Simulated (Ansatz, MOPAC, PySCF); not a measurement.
Dissociation curve of ClLi, singlet.

- UKS-PBE0 = unrestricted PBE0/cc-pVDZ (Ansatz, a quantum-chemistry and plane-wave program)
- UKS-B3LYP/3-21G = unrestricted B3LYP/3-21G in PySCF 2.14.0
- PM6, restricted, heats of formation (MOPAC)
- UKS-B3LYP/6-31G* = unrestricted B3LYP/6-31G*, spherical d in PySCF

Energies are in kcal/mol, each relative to the lowest point of its own curve between 1.67 and 2.50 Å, where full CI is lowest.

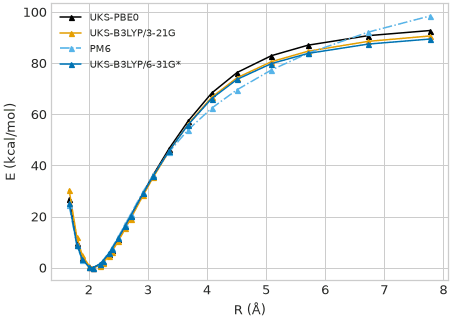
*Energy against bond length for each method.*

```csv
R / Å,UKS-PBE0,UKS-B3LYP/3-21G,PM6,UKS-B3LYP/6-31G*
1.67,26.9,30.3,24.4,25.2
1.80,9.9,11.9,8.7,9.1
1.89,3.8,5.0,3.1,3.3
2.01,0.3,0.6,0.1,0.2
2.07,0.0,0.0,0.0,0.0
2.19,1.3,0.9,1.6,1.5
2.24,2.4,1.9,2.8,2.7
2.34,5.4,4.6,5.9,5.7
2.39,7.1,6.3,7.7,7.4
2.50,11.3,10.4,12.0,11.6
2.62,16.3,15.4,17.1,16.5
2.71,20.2,19.2,21.0,20.3
2.92,29.2,28.3,29.8,29.1
3.09,36.3,35.3,36.3,35.9
3.36,46.6,45.6,45.3,45.7
3.68,57.3,56.1,53.9,55.9
4.08,68.3,66.7,62.4,66.2
4.51,76.4,74.3,69.6,73.7
5.09,82.9,80.6,77.3,79.8
5.71,87.0,84.7,83.9,83.8
6.73,90.8,88.5,92.2,87.5
7.78,92.8,90.6,98.5,89.4
```

At the longest distance, 7.78 Å, PM6 lies highest above its minimum (98.5 kcal/mol) and UKS-B3LYP/6-31G* lowest (89.4 kcal/mol).

The unrestricted determinant behind UKS-PBE0 is spin-contaminated at 4.08 to 7.78 Å (<S²> up to 0.6, against 0.00 for a pure singlet). The unrestricted determinant behind UKS-B3LYP/3-21G, UKS-B3LYP/6-31G* is spin-contaminated at 4.51 to 7.78 Å (<S²> up to 0.6, against 0.00 for a pure singlet). The restricted form behind PM6 keeps the bonding electrons paired and can't separate into open-shell fragments.
